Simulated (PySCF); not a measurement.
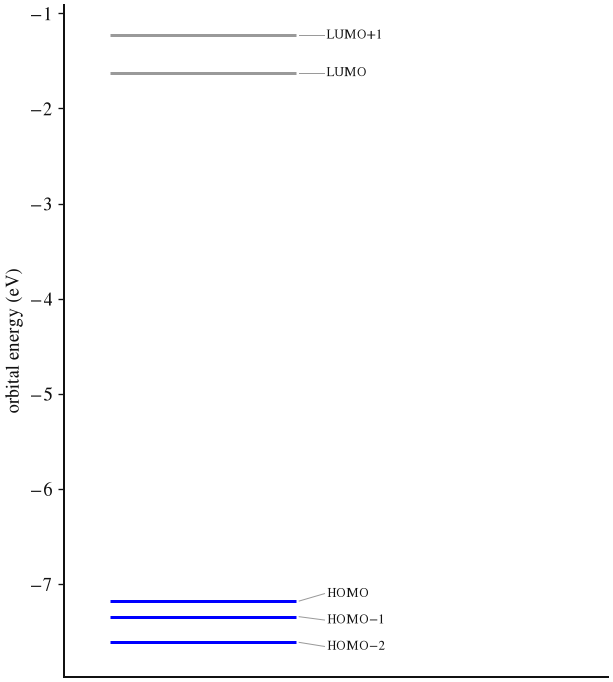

Kohn-Sham orbital energies near the frontier, B3LYP/def2-SVPD, PySCF, at a PBE0-D3(BJ)/def2-SVP geometry (no frequency check), isolated molecule; empty levels in grey, levels within 0.03 eV side by side.

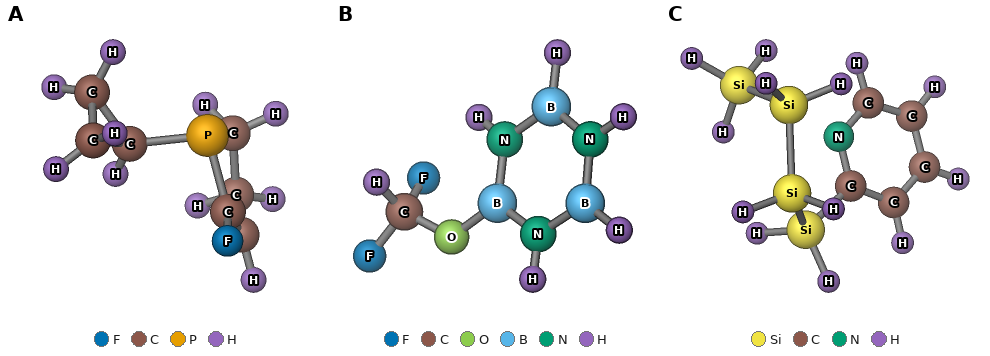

> Which molecule has this level scheme? The candidates are drawn in the second picture.

Structure C, C₅H₁₃NSi₄, SMILES [SiH3][SiH2][SiH2][SiH2]c1ccccn1. HOMO −7.18 eV, LUMO −1.63 eV, separation 5.55 eV.

Known limits of this run: one conformer of a flexible molecule.
